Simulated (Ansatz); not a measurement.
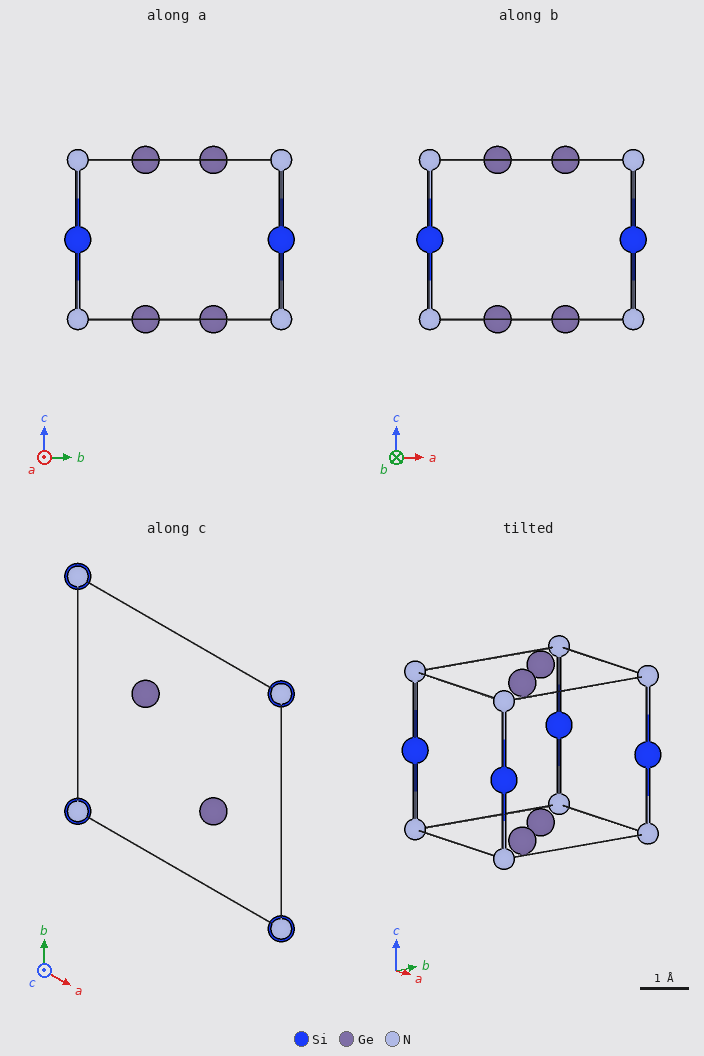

The crystal in a ball-and-stick representation, seen along the a axis, along the b axis, along the c axis and slightly off an axis. Thin lines show the conventional unit cell, with boundary atoms drawn in all their periodic places.

Lattice parameters: a = 4.9372 Å, b = 4.9372 Å, c = 3.3491 Å, α = 90.000°, β = 90.000°, γ = 120.000°.

Reconstruct the structure as a CIF in P1 with every atom of the cell.

Answer.
```cif
data_structure
_symmetry_space_group_name_H-M 'P 1'
_symmetry_Int_Tables_number 1
_cell_length_a 4.9372
_cell_length_b 4.9372
_cell_length_c 3.3491
_cell_angle_alpha 90.000
_cell_angle_beta 90.000
_cell_angle_gamma 120.000
_cell_volume 70.70
loop_
_atom_site_label
_atom_site_type_symbol
_atom_site_fract_x
_atom_site_fract_y
_atom_site_fract_z
_atom_site_occupancy
Si1 Si 0.0000 0.0000 0.5000 1
Ge1 Ge 0.6667 0.3333 0.0000 1
Ge2 Ge 0.3333 0.6667 0.0000 1
N1 N 0.0000 0.0000 0.0000 1
```

Origin of the cell: a random cell made by a generator, so it need not be a real form of the compound. Earlier steps of the study may have refined or changed the cell and positions. It was run through Ansatz as a DFT input.
